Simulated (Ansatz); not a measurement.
The reference is ZnS in the wurtzite structure (space group P6_3mc, No. 186; a = 3.738 Å, c = 6.143 Å). Axes: x lies along a and z along c of the hexagonal cell.

It is then changed as follows: biaxial strain +3.00 %, plane normal [001], relaxed out of plane (Cartesian); in-plane vectors clamped, the third vector and the atoms free.

Level of theory: Ansatz (a program for electronic structure), LDA, PAW, cutoff 420 eV, spin-orbit coupling left out.

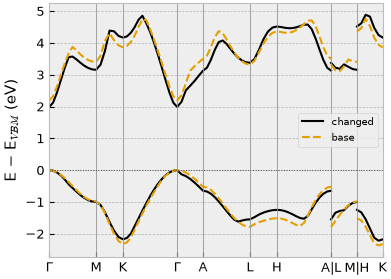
*Highest valence and lowest conduction band along the path, each from its own valence-band maximum*

**Question.** Read the changed gap and its character from the plot.

**Answer.** About 2.0 eV, direct at Γ.

No phonon test of stability was made.
